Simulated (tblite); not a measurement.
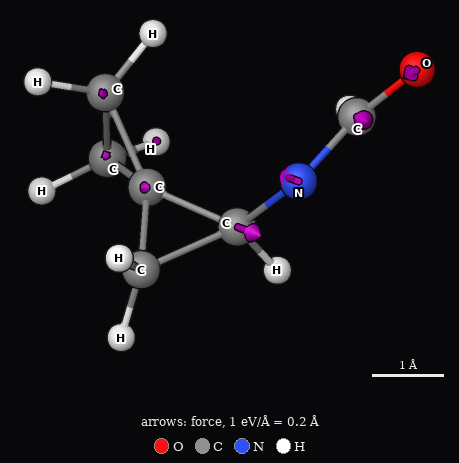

Starting geometry of C$_{6}$H$_{8}$NO (multiplicity 2) with the computed forces as purple arrows. Style: ball-and-stick. Shown at a tilt.

All numbers below come from GFN2-xTB geometry optimisation, gas phase (tblite 0.8.0). 

### Is this structure relaxed? If not, where do the atoms go?

It isn't relaxed: the largest force vector, on the N atom, is 3.94 eV/Å. The final displacements have little in common with the starting forces (cosine between the two patterns 0.17). The largest move after the best rigid fit is that of an H atom, 1.20 Å. By element the largest moves are H 1.20 Å, N 0.72 Å, O 0.58 Å, C 0.36 Å. Near-neighbour distances that change, for instance: C–N 1.487 → 1.362 Å, C–C 1.456 → 1.517 Å, C–H 1.091 → 1.135 Å, C–N 1.333 → 1.292 Å. Bond angles that change, for instance: C–N–C 112.4° → 134.5°, O–C–N 126.4° → 132.4°, O–C–H 119.9° → 116.7°. Groups turn about C–N by about 70°. The energy falls by 0.601 eV in 111 geometry steps. The run took 0.64 s on 1 thread of Arm Neoverse V1, with other jobs on the host.
